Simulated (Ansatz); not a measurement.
# Work function of Nb(110): what the settings cost and change

Aim: the numerical settings behind the work function of Nb(110), with the cost of each.

Calculated with Ansatz 0.2.0; plane-wave DFT, PBE, Ansatz PAW.

**What experiment says.**

For Nb (clean (110) face, a compiled value), “Anisotropic work function of elemental crystals” (2019, arxiv:1902.07811) quotes earlier work: work function (clean (110) face, a compiled value) 4.63 eV.

Report form: the programs' logs are mostly left out.

### 1. The structure

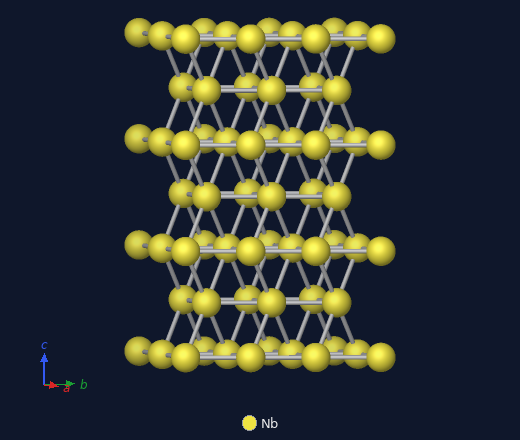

The cell as given, from the side, with the c axis up (niobium yellow). 2×3×1 cells are drawn. Some periodic images of atoms are drawn too.

The cell holds 7 atoms: 7 Nb. Its edges and angles: a = 2.858 Å, b = 2.858 Å, c = 32.001 Å, α = 90.0°, β = 90.0°, γ = 70.5°. Vacuum lies along c.

As a file:

```cif
data_structure
_symmetry_space_group_name_H-M 'P 1'
_symmetry_Int_Tables_number 1
_cell_length_a 2.8579
_cell_length_b 2.8579
_cell_length_c 32.0007
_cell_angle_alpha 90.000
_cell_angle_beta 90.000
_cell_angle_gamma 70.529
_cell_volume 246.42
loop_
_atom_site_label
_atom_site_type_symbol
_atom_site_fract_x
_atom_site_fract_y
_atom_site_fract_z
_atom_site_occupancy
Nb1 Nb 0.00000 0.00000 0.28124 1
Nb2 Nb 0.50000 0.50000 0.35416 1
Nb3 Nb 0.00000 0.00000 0.42708 1
Nb4 Nb 0.50000 0.50000 0.50000 1
Nb5 Nb 0.00000 0.00000 0.57292 1
Nb6 Nb 0.50000 0.50000 0.64584 1
Nb7 Nb 0.00000 0.00000 0.71876 1
```

### 2. Slab, setting cutoff 200 eV

A work function rests on the faint tail of the density, so the SCF threshold is tight. The cutoff is raised first; then mesh and smearing are varied at the default cutoff.

File input.yaml:

```yaml
crystal:
  lattice:
    - [2.3334523779, -1.65, 0.0]
    - [2.3334523779, 1.65, 0.0]
    - [0.0, 0.0, 32.0007142675]
  atoms:
    - { symbol: Nb, position: [0.0, 0.0, 0.2812437224] }
    - { symbol: Nb, position: [0.5, 0.5, 0.3541624816] }
    - { symbol: Nb, position: [0.0, 0.0, 0.4270812408] }
    - { symbol: Nb, position: [0.5, 0.5, 0.5] }
    - { symbol: Nb, position: [0.0, 0.0, 0.5729187592] }
    - { symbol: Nb, position: [0.5, 0.5, 0.6458375184] }
    - { symbol: Nb, position: [0.0, 0.0, 0.7187562776] }
kpoints:
  mp_grid: { grid: [15, 15, 1] }
hamiltonian:
  xc: pbe
scf:
  occupations: { method: fermi_dirac, width: 0.1 }
  convergence: { dr2_threshold: 1.0e-09 }
efield:
  axis: 3
  dipole_correction: true
  ramp_position: 0.97
  ramp_width: 0.06
basis:
  ecutwfc: "200 eV"
output:
  write_potential: true
  write_density: true
  volumetric_format: npy
  elf: true
```

Launch:

```console
$ ansatz run input.yaml --threads 2 --pin off --max-ram 3072MiB --backend cpu --events-out ev --progress --plain --runs-dir out
```

Run time: 60 s. Hardware: 2 threads of Arm Neoverse N1, shared host; peak memory 0.51 GiB; 1.8 min of CPU time.

Numbers from this step:

- energy at zero smearing: -31847.6368 eV
- work function, upper face: 4.637 eV

Running mean over 2.333 Å of the planar mean; the ramp of the sawtooth is left out. The electron's electrostatic potential energy less the Fermi level by z:

```
z (Å)  electron's electrostatic potential energy less the Fermi level (eV)
  5.0                                                                 4.57
  7.5                                                               -0.561
 10.0                                                                -11.1
 12.5                                                                -11.1
 15.0                                                                -11.1
 17.5                                                                -11.1
 20.0                                                                -11.1
 22.5                                                                -11.2
 25.0                                                                 2.79
 27.5                                                                 4.60
```

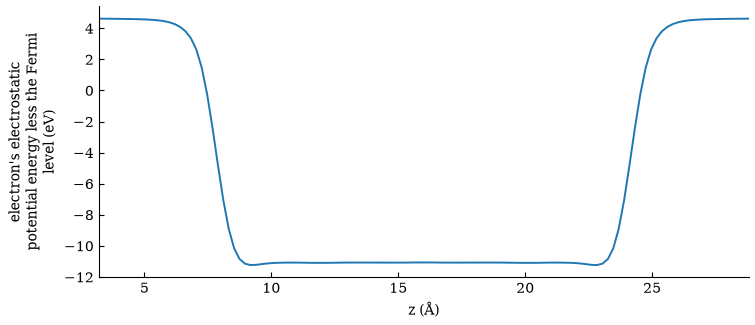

Electron's electrostatic potential energy less the Fermi level, plotted against z.

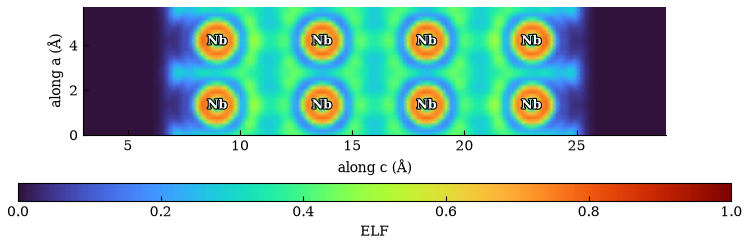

ELF in the ca plane at fractional y = 0.000, with atoms of Nb within 0.2 Å of it. It is the smooth field of the valence electrons, not physical close to the nuclei. The map starts off the cell's origin, so that atoms lie inside it. The far vacuum is left out of the map.

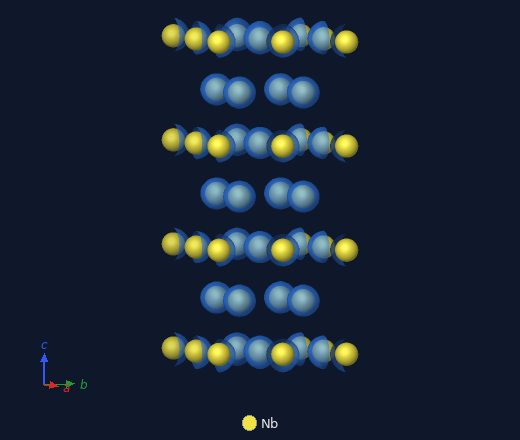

Surface of ELF = 0.7. 2×2×1 cells are drawn.

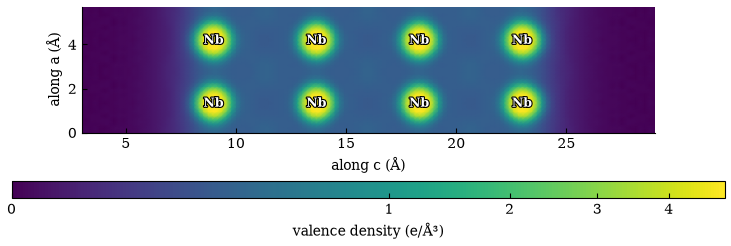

Valence density in the ca plane at fractional y = 0.000, with atoms of Nb within 0.2 Å of it. It is the smooth field of the valence electrons, not physical close to the nuclei. The map starts off the cell's origin, so that atoms lie inside it. The colour scale is stretched toward low values. The far vacuum is left out of the map.

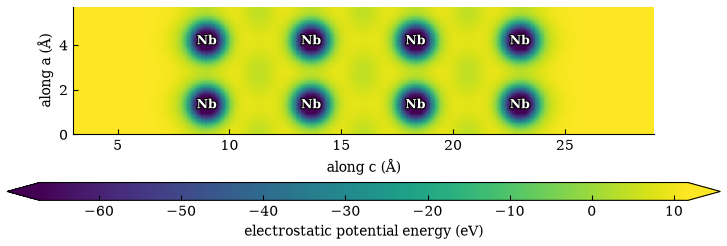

Electrostatic potential energy in the ca plane at fractional y = 0.000, with atoms of Nb within 0.2 Å of it. With pseudopotentials it is smooth inside the atoms' cores, unlike the true potential. The map starts off the cell's origin, so that atoms lie inside it. The far vacuum is left out of the map.

The work function is 4.637 eV.

### 3. Slab

input.yaml: that of step 2 with these lines changed.

```diff
@@ -26,3 +26,3 @@
 basis:
-  ecutwfc: "200 eV"
+  ecutwfc: "300 eV"
 output:
@@ -31,2 +31 @@
   volumetric_format: npy
-  elf: true
```

Elapsed: 93 s, on 2 threads; peak memory 0.73 GiB.

The work function is 4.543 eV, -0.095 eV from the run “cutoff 200 eV”, at 1.6 times its CPU time.

### 4. Slab

input.yaml: that of step 3 with these lines changed.

```diff
@@ -26,3 +26,3 @@
 basis:
-  ecutwfc: "300 eV"
+  ecutwfc: "420 eV"
 output:
```

Run time: 2.2 min. Hardware: 2 threads; peak memory 1 GiB; 4 min of CPU time.

The work function is 4.542 eV, -0.096 eV from the run “cutoff 200 eV”, at 2.2 times its CPU time.

### 5. Slab

input.yaml: that of step 4 with these lines changed.

```diff
@@ -26,3 +26,3 @@
 basis:
-  ecutwfc: "420 eV"
+  ecutwfc: "600 eV"
 output:
```

It took 3.7 min on 2 threads; peak memory 1.6 GiB; 6.8 min of CPU time.

The work function is 4.542 eV, +0.000 eV from the run “cutoff 420 eV”, at 1.7 times its CPU time.

### 6. Run

input.yaml: that of step 5 with these lines changed.

```diff
@@ -14,3 +14,3 @@
 kpoints:
-  mp_grid: { grid: [15, 15, 1] }
+  mp_grid: { grid: [3, 3, 1] }
 hamiltonian:
@@ -25,4 +25,2 @@
   ramp_width: 0.06
-basis:
-  ecutwfc: "600 eV"
 output:
```

The job ended after 11 s (2 threads; peak memory 0.44 GiB).

The work function is 4.583 eV, +0.041 eV from the run “cutoff 420 eV”, at 0.061 times its CPU time.

### 7. Slab

input.yaml: that of step 6 with these lines changed.

```diff
@@ -14,3 +14,3 @@
 kpoints:
-  mp_grid: { grid: [3, 3, 1] }
+  mp_grid: { grid: [5, 5, 1] }
 hamiltonian:
```

Wall time 20 s (2 threads); peak memory 0.48 GiB.

The work function is 4.536 eV, -0.005 eV from the run “cutoff 420 eV”, at 0.14 times its CPU time.

### 8. Run

input.yaml: that of step 7 with these lines changed.

```diff
@@ -14,3 +14,3 @@
 kpoints:
-  mp_grid: { grid: [5, 5, 1] }
+  mp_grid: { grid: [10, 10, 1] }
 hamiltonian:
```

It took 61 s on 2 threads; peak memory 0.69 GiB.

The work function is 4.538 eV, -0.004 eV from the run “cutoff 420 eV”, at 0.46 times its CPU time.

### 9. Run

input.yaml: that of step 8 with these lines changed.

```diff
@@ -14,3 +14,3 @@
 kpoints:
-  mp_grid: { grid: [10, 10, 1] }
+  mp_grid: { grid: [22, 22, 1] }
 hamiltonian:
```

It took 4.5 min on 2 threads; peak memory 1.8 GiB.

The work function is 4.543 eV, +0.001 eV from the run “cutoff 420 eV”, at 2.1 times its CPU time.

### 10. Slab

input.yaml: that of step 9 with these lines changed.

```diff
@@ -14,3 +14,3 @@
 kpoints:
-  mp_grid: { grid: [22, 22, 1] }
+  mp_grid: { grid: [15, 15, 1] }
 hamiltonian:
@@ -18,3 +18,3 @@
 scf:
-  occupations: { method: fermi_dirac, width: 0.1 }
+  occupations: { method: gaussian, width: 0.05 }
   convergence: { dr2_threshold: 1.0e-09 }
```

Run time: 2 min. Hardware: 2 threads; peak memory 1 GiB.

The work function is 4.569 eV, +0.027 eV from the run “cutoff 420 eV”, at 0.91 times its CPU time.

### 11. Slab

input.yaml: that of step 10 with these lines changed.

```diff
@@ -18,3 +18,3 @@
 scf:
-  occupations: { method: gaussian, width: 0.05 }
+  occupations: { method: methfessel_paxton, width: 0.2 }
   convergence: { dr2_threshold: 1.0e-09 }
```

It took 2.1 min on 2 threads; peak memory 1 GiB; 4 min of CPU time.

The work function is 4.562 eV, +0.020 eV from the run “cutoff 420 eV”, at 0.99 times its CPU time.

### 12. Run

input.yaml: that of step 11 with these lines changed.

```diff
@@ -18,3 +18,3 @@
 scf:
-  occupations: { method: methfessel_paxton, width: 0.2 }
+  occupations: { method: fermi_dirac, width: 0.3 }
   convergence: { dr2_threshold: 1.0e-09 }
```

The job ended after 2.2 min (2 threads; peak memory 1.2 GiB; 4.1 min of CPU time).

The work function is 4.480 eV, -0.062 eV from the run “cutoff 420 eV”, at 1.0 times its CPU time.

### 13. Slab

input.yaml: that of step 12 with these lines changed.

```diff
@@ -18,3 +18,3 @@
 scf:
-  occupations: { method: fermi_dirac, width: 0.3 }
+  occupations: { method: cold, width: 0.1 }
   convergence: { dr2_threshold: 1.0e-09 }
```

The job ended after 2 min (2 threads; peak memory 1 GiB).

The work function is 4.562 eV, +0.020 eV from the run “cutoff 420 eV”, at 0.93 times its CPU time.

### 14. The series together

Times are for 2 threads of Arm Neoverse N1, shared host. The runs compared:

```
no.                            setting  work function, upper face (eV)     time  memory (GiB)
  1                      cutoff 200 eV                           4.637     60 s          0.51
  2                      cutoff 300 eV                           4.543     93 s          0.73
  3                      cutoff 420 eV                           4.542  2.2 min           1.0
  4                      cutoff 600 eV                           4.542  3.7 min           1.6
  5                           mesh 3x3                           4.583     11 s          0.44
  6                           mesh 5x5                           4.536     20 s          0.48
  7                         mesh 10x10                           4.538     61 s          0.69
  8                         mesh 22x22                           4.543  4.5 min           1.8
  9          Gaussian smearing 0.05 eV                           4.569    2 min           1.0
 10  methfessel_paxton smearing 0.2 eV                           4.562  2.1 min           1.0
 11        fermi_dirac smearing 0.3 eV                           4.480  2.2 min           1.2
 12               cold smearing 0.1 eV                           4.562    2 min           1.0
```

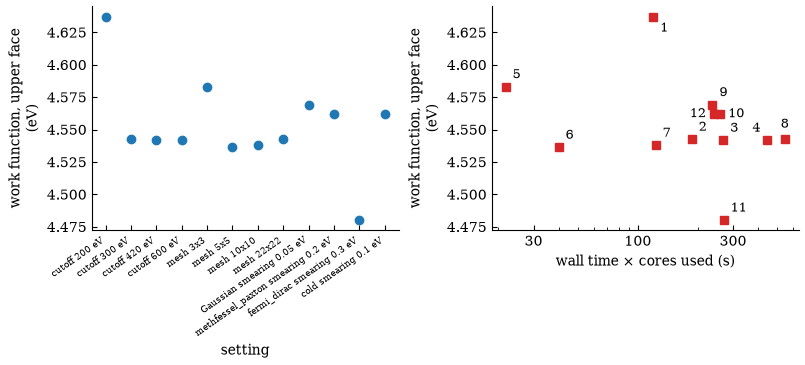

The series as plots; the last panel sets the first result against cost, with the runs numbered as in the table.

### 15. A changed input

An input spoilt on purpose, to show how the run answers: it repeats the earlier run “cutoff 200 eV” with scf.convergence.dr2_threshold from 1e-09 to 0.0, and scf.max_iter set to 60; its output block differs too.

input.yaml: that of step 13 with these lines changed.

```diff
@@ -18,4 +18,5 @@
 scf:
-  occupations: { method: cold, width: 0.1 }
-  convergence: { dr2_threshold: 1.0e-09 }
+  occupations: { method: fermi_dirac, width: 0.1 }
+  convergence: { dr2_threshold: 0.0 }
+  max_iter: 60
 efield:
@@ -25,2 +26,4 @@
   ramp_width: 0.06
+basis:
+  ecutwfc: "200 eV"
 output:
```

Wall time 0.02 s (2 threads); peak memory 0.06 GiB.

The program refused the input before any cycle.

The program's message: “Error: invalid value for `scf.convergence.dr2_threshold`: must be finite and > 0; got 0 eV”

The fault put into the input: a threshold that can't be met.

### 16. Outcome

| Quantity | Value |
| --- | --- |
| work function, cutoff 200 eV | 4.637 eV |
| work function, cutoff 420 eV | 4.542 eV |
| work function, cutoff 600 eV | 4.542 eV |
| work function, fermi_dirac smearing 0.3 eV | 4.480 eV |

The run at the highest cutoff gives 4.54 eV, and the settings tried spread the value from 4.48 to 4.64 eV. Against 600 eV, a cutoff of 200 eV is off by +0.095 eV. Against 600 eV, a cutoff of 420 eV is off by -0.000 eV. Against the finest mesh, 22 points along a, the coarser ones are off by +0.04 (3), -0.01 (5) and -0.00 (10) eV. The smearing schemes and widths spread it over 0.09 eV. The ladder's slabs use the tabulated experimental lattice constant (two decimals; a low-temperature value for the alkali metals). In 1 run of the series (cutoff 200 eV) the program warns that electrons reach the sawtooth's ramp, which makes dipole and work function less sure.

Calculation against experiment:

```
                                               quantity  measured    cutoff 600 eV
work function (clean (110) face, a compiled value) (eV)      4.63  4.54 (-0.09 eV)
```

Measured values from arxiv:1902.07811 (2019).

Verdict: The work function is off by -0.09 eV: good agreement. The grades are ours: good and fair within 3 and 7 % for the work function. No cell relaxation is part of this session.

[Logs are printed without paths, hosts, clocks, repeated set-up lines and the standing remarks that a program may print on its own settings, such as how far it seeks lower states.]

[Hosts, paths, dates, database ids (printed as entryN), source tags and the programs' standing remarks are cut or masked in the printed files.]

[Maps of the electrostatic potential energy from Ansatz leave out the sawtooth potential of an applied field or a dipole correction, so their vacuum need not be flat; planar profiles and work functions include it.]
